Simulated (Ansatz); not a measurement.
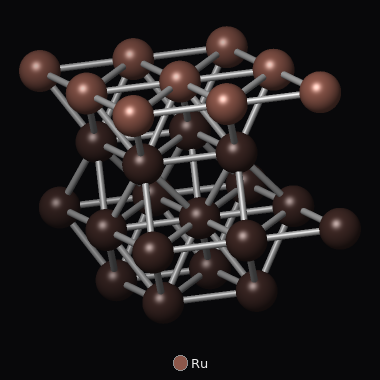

The system is N₂ on a Ru(001) slab cut from the P6_3/mmc phase, its upper half relaxed before the scan (16 atoms of substrate and one adsorbate in a 2 × 2 cell); the picture shows it without the atoms that are moved over the map. N2 is moved over the surface cell at a fixed height above a rigid substrate; the origin of the map has the adsorbate above Ru13; the height is held at 3.00 Å. Places are given modulo a cell vector. The map is drawn in real space over the plane of the surface. Grid: 6 × 6 points; 10 points were computed and 26 follow by symmetry. Places are given in fractions of the 1 × 1 surface cell. Energies are in meV, from the lowest grid point. At a fixed height the lowest place need not be the adsorption site. All numbers below come from DFT PBE+D3(BJ), scalar-relativistic, plane waves, PAW (Ansatz 0.2.0). Settings: cutoff 420 eV, k-mesh 6×6×1, gaussian smearing 0.1 eV, no spin polarisation.

Range: position of N17 along the first surface vector from 0.000 to 0.833; position of N17 along the second surface vector from 0.000 to 0.833.

Question: Predict the map.

Answer: The lowest grid point is at the top site over a surface Ru atom, (0/6, 0/6) of the cell vectors. It is the only kind of minimum in the scanned range. The highest grid point, a threefold hollow over a second-layer Ru atom, (2/6, 4/6) of the cell vectors, lies 84 meV above the lowest. On the interpolated surface the easiest way out of the lowest well to its copy in the next cell or period passes a barrier of about 74 meV.

```tsv
second ↓, first →	0/6	1/6	2/6	3/6	4/6	5/6
5/6	19	47	74	74	47	19
4/6	56	74	84	74	56	46
3/6	74	74	74	74	74	74
2/6	56	47	56	74	83	74
1/6	19	19	46	74	74	46
0/6	0	19	56	74	56	19
```

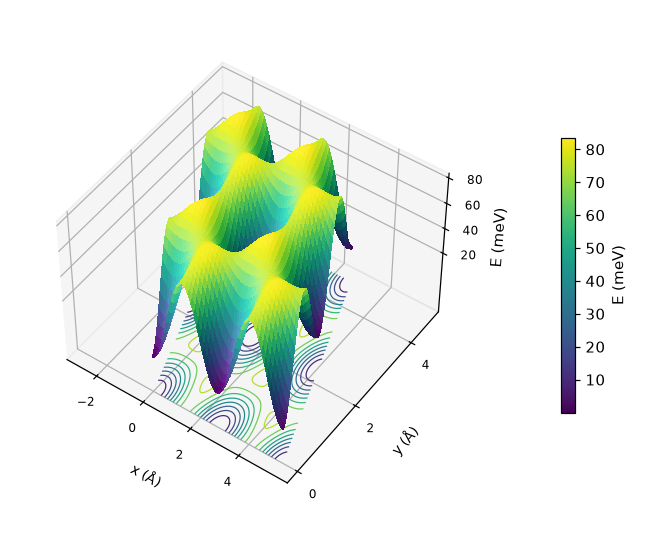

Drawn: a relief with its contours projected below, any walls above the top of the colour scale cut off. Between grid points the surface is interpolated.

Time for the 10 points that were run: 8.6 min on 4 threads of Arm Neoverse V1, on a shared host.
